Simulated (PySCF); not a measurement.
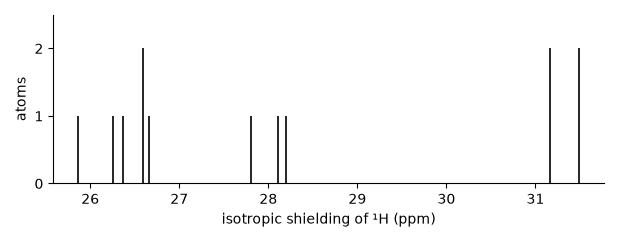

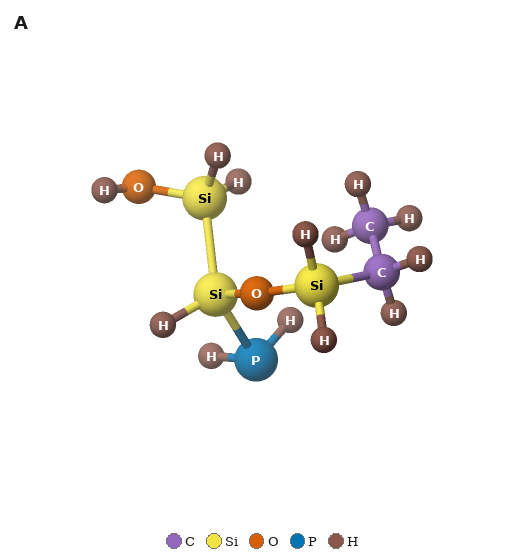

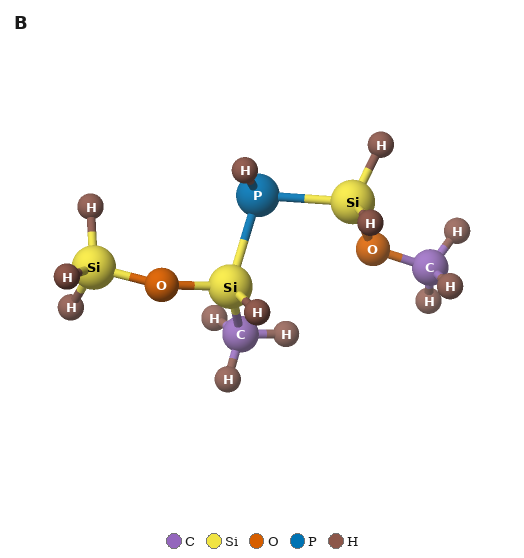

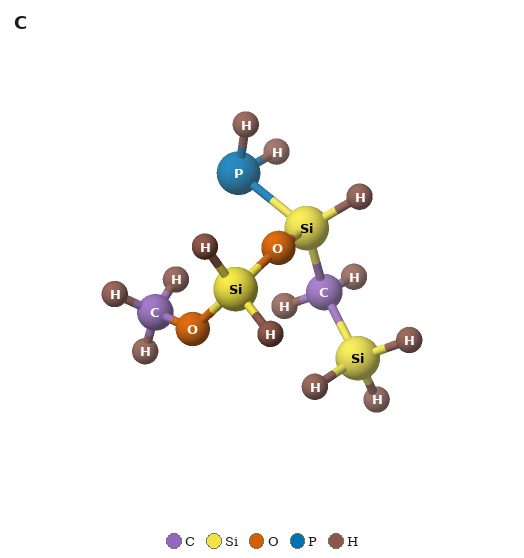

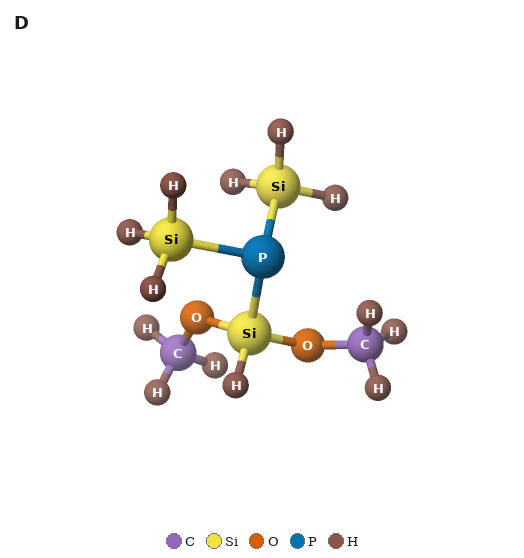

The sticks are computed shieldings of one of the molecules, for one fixed geometry (GFN2-xTB) without averaging over rotations. Low shielding means a high chemical shift. Method: GIAO PBE0/pcSseg-1 NMR shielding, non-relativistic, gas phase (PySCF 2.14.0).

> Match the spectrum to a structure.

B, `CO[SiH2]P[Si@H](C)O[SiH3]`. Its 13 H atoms give lines at 25.86, 26.26, 26.36, 26.59 (2 atoms), 26.66, 27.80, 28.10, 28.20, 31.16 (2 atoms), 31.49 (2 atoms) ppm.

The geometry is semi-empirical. Around P, Si such bond lengths and angles can be off by a tenth of an ångström or more and by several degrees, and values that hang on the shape move with them.
